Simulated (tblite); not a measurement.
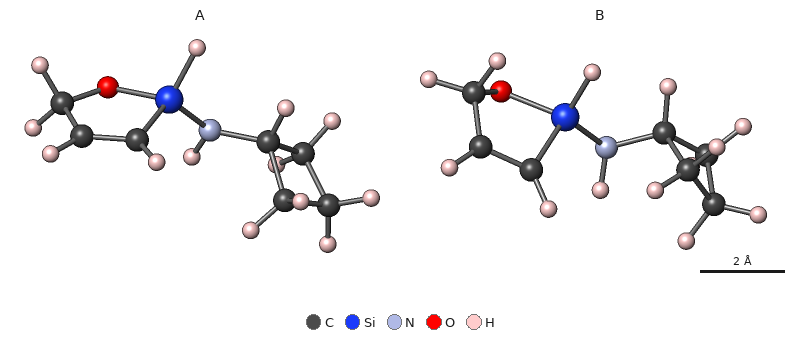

Two geometries of C₇H₁₃NOSi, drawn at one scale. One is the start of a relaxation, the other its converged end. The picture is a ball-and-stick view, seen at a tilt.

The calculation used GFN2-xTB geometry optimisation, gas phase (tblite 0.8.0). 

**Which one is relaxed?**

Structure A is the relaxed one. The energy falls by 32.3 kcal/mol in 126 geometry steps. An H atom moves most after the best rigid fit: 1.55 Å. By element the largest moves are H 1.55 Å, C 0.94 Å, N 0.55 Å, Si 0.52 Å, O 0.26 Å. Near-neighbour distances that change, for instance: O–Si 1.744 → 1.640 Å, C–C 1.492 → 1.547 Å, N–Si 1.758 → 1.711 Å, C–H 1.137 → 1.099 Å. Bond angles that change, for instance: Si–O–C 96.7° → 114.4°, Si–N–C 108.1° → 123.1°, C–Si–N 113.5° → 123.1°. Groups turn about C–O by about 45°, N–Si by about 45°, C–C by about 35°. The run took 2.4 s on 1 thread of Arm Neoverse N1, with other jobs on the host.
